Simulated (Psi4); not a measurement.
# MP2/def2-SVPD run of AlCl2F (SMILES [F][Al]([Cl])[Cl])

What is the vertical singlet–triplet gap of AlCl2F at MP2/def2-SVPD? Input form: a Python script.

The results are computed with Psi4 1.11.

### 1 Starting point

AlCl2F has 4 atoms, charge 0, and is taken as a singlet. SMILES: `[F][Al]([Cl])[Cl]`. The shape is that of a PBE0-D4/def2-TZVP optimisation.

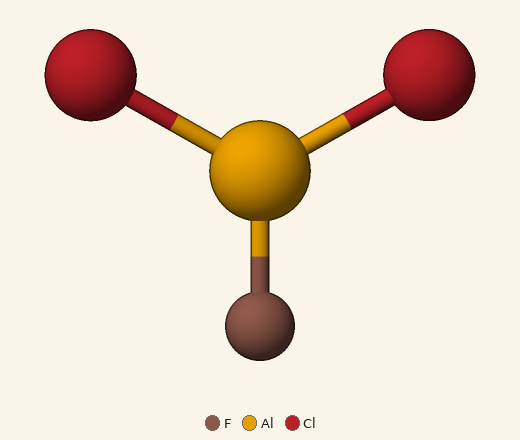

Viewed from a chosen angle; fluorine brown, aluminium amber, chlorine red.

### 2 The energy at MP2/def2-SVPD

File alcl2f.xyz:

```xyz
4
AlCl2F
F      0.087420     0.388220     1.682350
Al     0.004800     0.021530     0.093600
Cl     1.223040    -1.463690    -0.663450
Cl    -1.315270     1.053930    -1.112510
```

File alcl2f.py:

```python
import psi4

psi4.set_memory('2200 MB')
psi4.set_num_threads(1)
psi4.core.set_output_file('run.log', False)

with open('alcl2f.xyz') as f:
    atoms = ''.join(f.readlines()[2:])
molecule = psi4.geometry('0 1\n' + atoms + 'symmetry c1')

psi4.set_options({
    'basis': 'def2-SVPD',
    'reference': 'rhf',
    'puream': True,
    'e_convergence': 1e-09,
    'd_convergence': 1e-08,
    'scf_type': 'pk',
    'num_frozen_docc': 16,
    'mp2_type': 'conv',
})

energy_value = psi4.energy("mp2")
print(f'total energy {energy_value:.8f} hartree = {energy_value * 27.211386:.5f} eV')
```

Run with:

```bash
$ python alcl2f.py
```

run.log:

```text
[...]
  Running in c1 symmetry.
[...]
  Nuclear repulsion =  244.295361750994289
[...]
  Multiplicity = 1
[...]
  Nalpha       = 28
  Nbeta        = 28
[...]
    Number of basis functions: 101
[...]
   @RHF iter   1: -1260.09367798491348   -6.68050e-01   4.05743e-03 ADIIS/DIIS
[...]
   @RHF iter  10: -1260.16012939238590   -1.59162e-11   7.90248e-09 DIIS
[...]
    Orbital Energies [Eh]
    ---------------------
    Doubly Occupied:
       1A   -104.817881     2A   -104.817873     3A    -58.569701
       4A    -26.288145     5A    -10.580007     6A    -10.580003
       7A     -8.054367     8A     -8.054362     9A     -8.052418
      10A     -8.052417    11A     -8.052179    12A     -8.052170
      13A     -4.993699    14A     -3.314058    15A     -3.312754
      16A     -3.312363    17A     -1.549461    18A     -1.114199
      19A     -1.101629    20A     -0.713393    21A     -0.662555
      22A     -0.658794    23A     -0.592010    24A     -0.542696
      25A     -0.506190    26A     -0.505049    27A     -0.490417
      28A     -0.480683
[...]
  @RHF Final Energy: -1260.16012939238590
   => Energetics <=
    Nuclear Repulsion Energy =            244.2953617509942887
    One-Electron Energy =               -2233.2680346821662170
    Two-Electron Energy =                 728.8125435387860307
    Total Energy =                      -1260.1601293923858975
[...]
 Multipole Moments:
 ------------------------------------------------------------------------------------
     Multipole            Electronic (a.u.)      Nuclear  (a.u.)        Total (a.u.)
 ------------------------------------------------------------------------------------
 L = 1.  Multiply by 2.5417464519 to convert [e a0] to [Debye]
 Dipole X            :          0.0388245           -0.0483080           -0.0094835
 Dipole Y            :          0.1730681           -0.2145795           -0.0415114
 Dipole Z            :          0.7509934           -0.9299528           -0.1789594
 Magnitude           :                                                    0.1839554
[...]
	SCS-MP2 Total Energy (a.u.)        : -1260.67947322855093
	SOS-MP2 Total Energy (a.u.)        : -1260.63002576857502
	SCSN-MP2 Total Energy (a.u.)       : -1260.42121198105951
[...]
	SOS-PI-MP2 Total Energy (a.u.)     : -1260.70834183127317
[...]
	MP2 Total Energy (a.u.)            : -1260.70005208580505
[...]
```

Standard output:

```text
total energy -1260.70005209 hartree = -34305.39575 eV
```

It took 5.4 s on 1 thread of Intel Xeon 6975P-C (Granite Rapids), shared host; peak memory 0.61 GiB.

### 3 The triplet at the same level

alcl2f.xyz is that of step 2.

File run.py:

```python
import psi4

psi4.set_memory(2200000000)
psi4.set_num_threads(1)
psi4.core.set_output_file('run.log', False)

with open('alcl2f.xyz') as f:
    atoms = ''.join(f.readlines()[2:])
geom = psi4.geometry('0 3\n' + atoms + 'symmetry c1\nno_reorient\nno_com')

psi4.set_options({
    'basis': 'def2-SVPD',
    'reference': 'uhf',
    'puream': True,
    'e_convergence': 1e-09,
    'd_convergence': 1e-08,
    'scf_type': 'pk',
    'num_frozen_docc': 16,
    'mp2_type': 'conv',
    'maxiter': 100,
})

result = psi4.energy("mp2", molecule=geom)
print('E =', round(result, 9))
for k, v in sorted(psi4.core.scalar_variables().items()):
    print(f'{k:45s} {v:18.10f}')
```

Run with:

```bash
$ python run.py
```

run.log:

```text
[...]
  Running in c1 symmetry.
[...]
  Nuclear repulsion =  244.295361750994289
[...]
  Multiplicity = 3
[...]
  Nalpha       = 29
  Nbeta        = 27
[...]
    Number of basis functions: 101
[...]
   @UHF iter   1: -1259.79596147736311   -3.70334e-01   4.03048e-03 ADIIS/DIIS
[...]
   @UHF iter  23: -1259.87492476767375   -6.82121e-13   8.47869e-09 DIIS
[...]
   @S^2 Observed:                2.037589622E+00
[...]
    Orbital Energies [Eh]
    ---------------------
    Alpha Occupied:
       1A   -104.896121     2A   -104.896112     3A    -58.534709
       4A    -26.257235     5A    -10.659234     6A    -10.659231
       7A     -8.142628     8A     -8.142608     9A     -8.130107
      10A     -8.130103    11A     -8.126855    12A     -8.126852
      13A     -4.964964    14A     -3.281379    15A     -3.280068
      16A     -3.277107    17A     -1.523039    18A     -1.204205
      19A     -1.194802    20A     -0.701707    21A     -0.652821
      22A     -0.641368    23A     -0.625511    24A     -0.609421
      25A     -0.597624    26A     -0.583749    27A     -0.563746
      28A     -0.550629    29A     -0.175869
    Alpha Virtual:
[...]
  @UHF Final Energy: -1259.87492476767375
   => Energetics <=
    Nuclear Repulsion Energy =            244.2953617509942887
    One-Electron Energy =               -2231.4608198739992986
    Two-Electron Energy =                 727.2905333553313767
    Total Energy =                      -1259.8749247676737468
  UHF NO Occupations:
  HONO-2 :   27  A 1.9851803
  HONO-1 :   28  A 1.0000000
[...]
 Multipole Moments:
 ------------------------------------------------------------------------------------
     Multipole            Electronic (a.u.)      Nuclear  (a.u.)        Total (a.u.)
 ------------------------------------------------------------------------------------
 L = 1.  Multiply by 2.5417464519 to convert [e a0] to [Debye]
 Dipole X            :          1.3047387           -1.3582029           -0.0534642
 Dipole Y            :          5.8051137           -6.0321003           -0.2269865
 Dipole Z            :         25.1711047          -26.1412807           -0.9701759
 Magnitude           :                                                    0.9978089
[...]
	SCS-MP2 Total Energy (a.u.)        : -1260.40252148162222
	SOS-MP2 Total Energy (a.u.)        : -1260.35088312017774
	SCSN-MP2 Total Energy (a.u.)       : -1260.14757531609962
[...]
	SOS-PI-MP2 Total Energy (a.u.)     : -1260.43020951226163
[...]
	MP2 Total Energy (a.u.)            : -1260.42647181242660
[...]
```

The script printed:

```text
E = -1260.426471812
CURRENT CORRELATION ENERGY                         -0.5515470448
CURRENT ENERGY                                  -1260.4264718124
CURRENT REFERENCE ENERGY                        -1259.8749247677
DD SOLVATION ENERGY                                 0.0000000000
HF KINETIC ENERGY                                1259.7992599452
HF POTENTIAL ENERGY                             -2519.6741847129
HF TOTAL ENERGY                                 -1259.8749247677
HF VIRIAL RATIO                                     2.0000600610
MP2 CORRELATION ENERGY                             -0.5515470448
MP2 DOUBLES ENERGY                                 -0.5515470448
MP2 OPPOSITE-SPIN CORRELATION ENERGY               -0.3966319604
MP2 SAME-SPIN CORRELATION ENERGY                   -0.1549150843
MP2 SINGLES ENERGY                                  0.0000000000
MP2 TOTAL ENERGY                                -1260.4264718124
NUCLEAR REPULSION ENERGY                          244.2953617510
ONE-ELECTRON ENERGY                             -2231.4608198740
PCM POLARIZATION ENERGY                             0.0000000000
PE ENERGY                                           0.0000000000
SCF ITERATION ENERGY                            -1259.8749247677
SCF ITERATIONS                                     23.0000000000
SCF TOTAL ENERGY                                -1259.8749247677
SCS(N)-MP2 CORRELATION ENERGY                      -0.2726505484
SCS(N)-MP2 TOTAL ENERGY                         -1260.1475753161
SCS-MP2 CORRELATION ENERGY                         -0.5275967139
SCS-MP2 TOTAL ENERGY                            -1260.4025214816
SCS-MP2-VDW CORRELATION ENERGY                     -0.5851464515
SCS-MP2-VDW TOTAL ENERGY                        -1260.4600712192
SOS-MP2 CORRELATION ENERGY                         -0.4759583525
SOS-MP2 TOTAL ENERGY                            -1260.3508831202
SOS-PI-MP2 CORRELATION ENERGY                      -0.5552847446
SOS-PI-MP2 TOTAL ENERGY                         -1260.4302095123
TWO-ELECTRON ENERGY                               727.2905333553
```

Run time: 7.5 s. Hardware: 1 thread of Intel Xeon 6975P-C (Granite Rapids), shared host; peak memory 0.61 GiB.

### 4 What came out

At MP2/def2-SVPD, 16 core orbitals frozen:

| quantity | value |
| --- | --- |
| singlet: total energy | -1260.70005 Eh |
| singlet: HOMO energy (Hartree–Fock orbitals) | -13.08 eV |
| singlet: LUMO energy (Hartree–Fock orbitals) | 0.76 eV |
| singlet: HOMO–LUMO gap (Hartree–Fock orbitals) | 13.84 eV |
| singlet: correlation energy (16 core orbitals frozen) | -539.9 mEh |
| triplet: total energy | -1260.42647 Eh |
| triplet: HOMO energy (Hartree–Fock orbitals) (highest over α and β) | -4.79 eV |
| triplet: correlation energy (16 core orbitals frozen) | -551.5 mEh |
| triplet: ⟨S²⟩ of the reference determinant | 2.038 |
| vertical energy of the triplet above the singlet | 7.444 eV |

At this shape the triplet lies 7.44 eV (172 kcal/mol) above the singlet.
